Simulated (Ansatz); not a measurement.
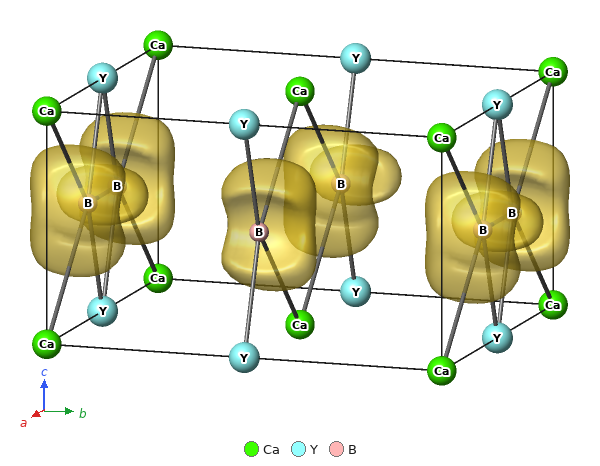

Figure. CaYB$_{2}$. Isosurface of the electron localisation function at 0.75 (yellow), seen slightly off an axis. Only the valence region is drawn (cores and ρ < 0.01 e/Å³ removed). Sticks mark near contacts.

Space group Cmmm; a structure generated by program, which may or may not match a known phase; computed without spin polarisation.

Theory: DFT PBE, scalar-relativistic, plane waves, PAW (Ansatz).

In a PAW calculation such maps are meaningful between the atoms, not at the nuclei.

Input file:

```
crystal:
  lattice:
    - [3.2399976558, -3.8752869723, 0.0]
    - [3.2399976558, 3.8752869723, 0.0]
    - [0.0, 0.0, 4.4465028039]
  atoms:
    - { symbol: Ca, position: [0.0, 0.0, 0.0] }
    - { symbol: "Y", position: [0.5, 0.5, 0.0] }
    - { symbol: B, position: [0.3685588539, 0.3685588539, 0.5] }
    - { symbol: B, position: [0.6314411461, 0.6314411461, 0.5] }
basis:
  ecutwfc: 420
kpoints:
  mp_grid: { grid: [10, 10, 10] }
hamiltonian:
  xc: pbe
scf:
  occupations: { method: gaussian, width: 0.1 }
output:
  forces: true
  stress: true
  eigenvalues: true
  write_density: true
  write_potential: true
  elf: true
  volumetric_format: npy
relax:
  adjacent_minimum: "off"
  f_tol: 0.01
  max_steps: 80
  cell: { stress_tol: 0.05 }
```

Run with:

```sh
ansatz run input.yaml --threads 1 --pin off --max-ram 2048MiB --backend cpu --events-out ev --progress --plain --runs-dir out
```

Below, planes, directions and counts refer to the conventional cell (a = 6.48 Å, b = 7.75 Å, c = 4.42 Å, α = 90.00°, β = 90.00°, γ = 90.00°).

The fields are those of the relaxed geometry.

Question: Describe the localisation domains.

Answer: At this value the surface marks out two regions between bonded B–B atoms and four regions wrapped around B (the valence shell of each), counted in one cell of 8 atoms. Regions shared between cells count once.

Values along the shortest contacts:
B–B (1.72 Å): the ELF peaks at about 0.90 between the atoms. Y–B (2.37 Å): the ELF peaks at about 0.65 in the valence shell of B, 0.7 Å from its nucleus, and drops to about 0.25 between the two atoms.
